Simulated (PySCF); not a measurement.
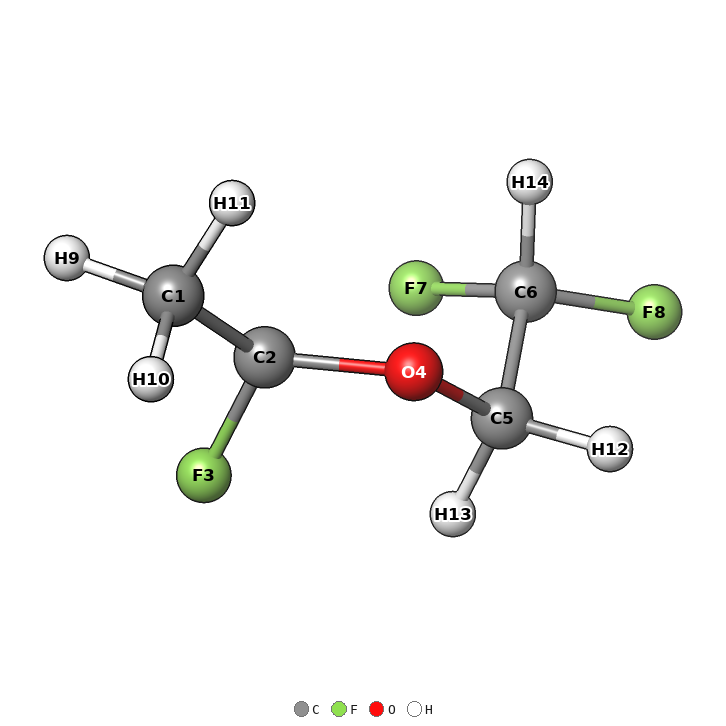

Charge 0, doublet. The computed structure is the end point of a GFN2-xTB optimisation. No frequency run is at hand to confirm it as a minimum. Computed with UKS B3LYP, pcH-1 on C F H O, non-relativistic (PySCF 2.14.0). Fermi-contact and spin-dipolar terms alone, no spin-orbit part.

Question. Which nucleus has the largest dipolar (anisotropic) hyperfine coupling?

Answer. 19F at F3: principal values −210.4, −183.5, 393.9 MHz.

List the isotropic and dipolar parts for the most strongly coupled nuclei, one of each equivalent set.

```csv
atom,isotope,a_iso (MHz),dipolar part (MHz)
F3,19F,257.5,"−210.4, −183.5, 393.9"
C2,13C,322.4,"−79.1, −77.1, 156.1"
O4,17O,−11.9,"−50.7, 24.0, 26.7"
F7,19F,34.5,"−11.9, −11.2, 23.1"
H9,1H,36.7,"−6.4, −5.2, 11.6"
H11,1H,4.0,"−5.9, −4.8, 10.7"
H10,1H,104.6,"−4.6, −2.8, 7.4"
H13,1H,4.3,"−4.0, −3.2, 7.2"
```
